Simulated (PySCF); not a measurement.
# B2PLYP/6-31G run of H3O+ (oxonium)

Aim: the vertical ionisation energy of H3O+ (oxonium) at B2PLYP/6-31G, from 2 runs. The job is set up through a Python script.

Program for the calculation: PySCF 2.14.0.

5 further runs of the same task are left out: 5 set aside as unsound or not needed.

## 1. The system as given

The species is H3O+ (4 atoms), meant as a singlet with charge +1. As SMILES, `[OH3+]`. Geometry: relaxed at GFN2-xTB.

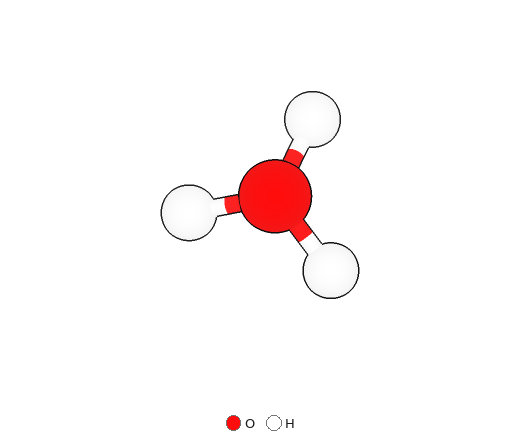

Viewed from a chosen angle; oxygen red, hydrogen white.

## 2. The energy at B2PLYP/6-31G

The input, start.xyz:

```xyz
4

O      0.196050    -0.061020    -0.056900
H      0.214230     0.919440     0.016470
H     -0.413410    -0.366620    -0.765680
H      0.003130    -0.491800     0.806120
```

The input, input.py:

```python
from pyscf import gto, dft, mp

mol = gto.Mole()
mol.atom = 'start.xyz'
mol.verbose = 4
mol.spin = 0
mol.max_memory = 1860
mol.basis = '6-31g'
mol.charge = 1
mol.build()

ks = dft.RKS(mol, xc='0.53*HF + 0.47*B88, 0.73*LYP')
ks.grids.level = 5
ks.conv_tol = 1e-10
ks.kernel()
if not ks.converged:
    ks = ks.newton().run(ks.mo_coeff, ks.mo_occ)

pt = mp.MP2(ks, frozen=1).run()
etot = ks.e_tot + 0.27 * pt.e_corr
print('PT2 part  %.8f' % (0.27 * pt.e_corr))
print(f'total energy: {etot:.8f} hartree')
```

The run is started by

```sh
$ OMP_NUM_THREADS=1 python input.py
```

The program printed:

```text
PySCF version 2.14.0

[INPUT] num. atoms = 4
[INPUT] num. electrons = 10
[INPUT] charge = 1
[INPUT] spin (= nelec alpha-beta = 2S) = 0
[INPUT] symmetry False subgroup None
[INPUT] Mole.unit = angstrom
[INPUT] Symbol           X                Y                Z      unit          X                Y                Z       unit  Magmom
[INPUT]  1 O      0.196050000000  -0.061020000000  -0.056900000000 AA    0.370480806721  -0.115311088121  -0.107525416488 Bohr   0.0
[INPUT]  2 H      0.214230000000   0.919440000000   0.016470000000 AA    0.404836027666   1.737489787970   0.031123789272 Bohr   0.0
[INPUT]  3 H     -0.413410000000  -0.366620000000  -0.765680000000 AA   -0.781231677156  -0.692811391788  -1.446925499057 Bohr   0.0
[INPUT]  4 H      0.003130000000  -0.491800000000   0.806120000000 AA    0.005914842770  -0.929367308061   1.523346023534 Bohr   0.0

nuclear repulsion = 13.8867713341992
number of shells = 11
number of NR pGTOs = 34
number of NR cGTOs = 15
basis = 6-31g
ecp = {}

******** <class 'pyscf.dft.rks.RKS'> ********
method = RKS
initial guess = minao
damping factor = 0
level_shift factor = 0
DIIS = <class 'pyscf.scf.diis.CDIIS'>
diis_start_cycle = 1
diis_space = 8
diis_damp = 0
SCF conv_tol = 1e-10
SCF conv_tol_grad = None
SCF max_cycles = 50
direct_scf = True
direct_scf_tol = 1e-13
XC library pyscf.dft.libxc version 7.0.0
    S. Lehtola, C. Steigemann, M. J.T. Oliveira, and M. A.L. Marques.,  SoftwareX 7, 1–5 (2018)
XC functionals = 0.53*HF + 0.47*B88, 0.73*LYP
    A. D. Becke.,  Phys. Rev. A 38, 3098 (1988)
    C. Lee, W. Yang, and R. G. Parr.,  Phys. Rev. B 37, 785 (1988)
    B. Miehlich, A. Savin, H. Stoll, and H. Preuss.,  Chem. Phys. Lett. 157, 200 (1989)
radial grids:
    Treutler-Ahlrichs [JCP 102, 346 (1995); DOI:10.1063/1.469408] (M4) radial grids

becke partition: Becke, JCP 88, 2547 (1988); DOI:10.1063/1.454033
pruning grids: <function nwchem_prune>
grids dens level: 5
symmetrized grids: False
atomic radii adjust function: <function treutler_atomic_radii_adjust>
small_rho_cutoff = 0
Set gradient conv threshold to 1e-05
Initial guess from minao.
tot grids = 113600
init E= -76.8758663541155
  HOMO = -0.504060680003637  LUMO = 0.0165412776219036  gap/eV = 14.16630
cycle= 1 E= -76.5210657131717  delta_E= 0.355  |g|= 0.229  |ddm|= 1.35
  HOMO = -0.797903204686294  LUMO = -0.212285228280116  gap/eV = 15.93548
cycle= 2 E= -76.5323011634628  delta_E= -0.0112  |g|= 0.118  |ddm|= 0.253
  HOMO = -0.837394742205109  LUMO = -0.217113274114101  gap/eV = 16.87872
cycle= 3 E= -76.5344346993086  delta_E= -0.00213  |g|= 0.0458  |ddm|= 0.0856
  HOMO = -0.824433590210562  LUMO = -0.211848552295833  gap/eV = 16.66929
cycle= 4 E= -76.5348020132665  delta_E= -0.000367  |g|= 0.000942  |ddm|= 0.0231
  HOMO = -0.824705130286562  LUMO = -0.211889846059282  gap/eV = 16.67555
cycle= 5 E= -76.534802519032  delta_E= -5.06e-07  |g|= 0.000145  |ddm|= 0.00159
  HOMO = -0.824740960522554  LUMO = -0.211894360911814  gap/eV = 16.67641
cycle= 6 E= -76.5348025349022  delta_E= -1.59e-08  |g|= 1.07e-05  |ddm|= 0.00036
  HOMO = -0.824740687372914  LUMO = -0.211893247780476  gap/eV = 16.67643
cycle= 7 E= -76.534802534955  delta_E= -5.28e-11  |g|= 1.02e-06  |ddm|= 2.15e-05
  HOMO = -0.824740161582423  LUMO = -0.211893120979203  gap/eV = 16.67642
Extra cycle  E= -76.5348025349551  delta_E= -9.95e-14  |g|= 6.99e-07  |ddm|= 1.09e-06
converged SCF energy = -76.5348025349551

******** <class 'pyscf.mp.mp2.RMP2'> ********
nocc = 4, nmo = 14
frozen orbitals 1
E(RMP2) = -76.692983787688  E_corr = -0.158181252732845
E(SCS-RMP2) = -76.6938014841225  E_corr = -0.158998949167441
E_corr(same-spin) = -0.0355598701291986
E_corr(oppo-spin) = -0.122621382603646
PT2 part  -0.04270894
total energy: -76.57751147 hartree
```

It took 1.2 s on 1 thread of Arm Neoverse V2, shared host; peak memory 0.17 GiB.

## 3. Doublet [H3O]2+, same level

The input, job.py:

```python
from pyscf import gto, dft, mp

system = gto.M(
    atom='''
O      0.370481    -0.115311    -0.107525
H      0.404836     1.737490     0.031124
H     -0.781232    -0.692811    -1.446925
H      0.005915    -0.929367     1.523346
''',
    max_memory=1860,
    verbose=4,
    basis='6-31g',
    charge=2,
    spin=1,
    unit='bohr',
)

myscf = dft.UKS(system)
myscf.xc = '0.53*HF + 0.47*B88, 0.73*LYP'
myscf.conv_tol = 1e-10
myscf.grids.level = 5
myscf.kernel()
if not myscf.converged:
    myscf = myscf.newton().run(myscf.mo_coeff, myscf.mo_occ)

pt = mp.MP2(myscf, frozen=1).run()
e_final = myscf.e_tot + 0.27 * pt.e_corr
print('PT2 part  %.8f' % (0.27 * pt.e_corr))
print('E(%s) = %.9f' % ('B2PLYP', e_final))
```

The run is started by

```sh
$ OMP_NUM_THREADS=1 python job.py
```

The program printed:

```text
PySCF version 2.14.0

[INPUT] num. atoms = 4
[INPUT] num. electrons = 9
[INPUT] charge = 2
[INPUT] spin (= nelec alpha-beta = 2S) = 1
[INPUT] symmetry False subgroup None
[INPUT] Mole.unit = bohr
[INPUT] Symbol           X                Y                Z      unit          X                Y                Z       unit  Magmom
[INPUT]  1 O      0.196050102279  -0.061019953368  -0.056899779604 AA    0.370481000000  -0.115311000000  -0.107525000000 Bohr   0.0
[INPUT]  2 H      0.214229985360   0.919440112201   0.016470111513 AA    0.404836000000   1.737490000000   0.031124000000 Bohr   0.0
[INPUT]  3 H     -0.413410170841  -0.366619792675  -0.765679735910 AA   -0.781232000000  -0.692811000000  -1.446925000000 Bohr   0.0
[INPUT]  4 H      0.003130083203  -0.491799836981   0.806119987546 AA    0.005915000000  -0.929367000000   1.523346000000 Bohr   0.0

nuclear repulsion = 13.8867718892184
number of shells = 11
number of NR pGTOs = 34
number of NR cGTOs = 15
basis = 6-31g
ecp = {}

[... 36 lines left out ...]
WARN: HOMO -0.504060718410275 >= LUMO -0.504060718410277
[... 38 lines left out ...]
converged SCF energy = -75.6497034519989  <S^2> = 0.75294239  2S+1 = 2.0029402
[... 1 line left out ...]
******** <class 'pyscf.mp.ump2.UMP2'> ********
nocc = (np.int64(4), np.int64(3)), nmo = (14, 14)
frozen orbitals 1
E(UMP2) = -75.7595327648389  E_corr = -0.109829312840009
E(SCS-UMP2) = -75.7617206995238  E_corr = -0.112017247524885
E_corr(same-spin) = -0.0228206860189918
E_corr(oppo-spin) = -0.0870086268210176
PT2 part  -0.02965391
E(B2PLYP) = -75.679357366
```

Wall time 2 s (1 thread of Arm Neoverse V2, shared host); peak memory 0.18 GiB.

## 4. What came out

At B2PLYP/6-31G, 1 core orbital frozen:

| quantity | value |
| --- | --- |
| singlet H3O+: total energy | -76.57751 Eh |
| singlet H3O+: HOMO energy (SCF part's orbitals) | -22.44 eV |
| singlet H3O+: LUMO energy (SCF part's orbitals) | -5.77 eV |
| singlet H3O+: HOMO–LUMO gap (SCF part's orbitals) | 16.68 eV |
| doublet [H3O]2+: total energy | -75.67936 Eh |
| doublet [H3O]2+: HOMO energy (SCF part's orbitals) (highest over α and β) | -39.68 eV |
| doublet [H3O]2+: LUMO energy (SCF part's orbitals) (lowest over α and β) | -25.78 eV |
| doublet [H3O]2+: ⟨S²⟩ | 0.753 |
| vertical ionisation energy (to the doublet dication) | 24.440 eV |

**Reading.** Removing an electron at fixed nuclei costs 24.44 eV (2358 kJ/mol). −ε(HOMO) before ionisation, 22.44 eV, is 2.00 eV below this ionisation energy. Mulliken charges (doublet [H3O]2+) run from -0.04 on O1 to +0.68 on H4; they depend strongly on the basis.
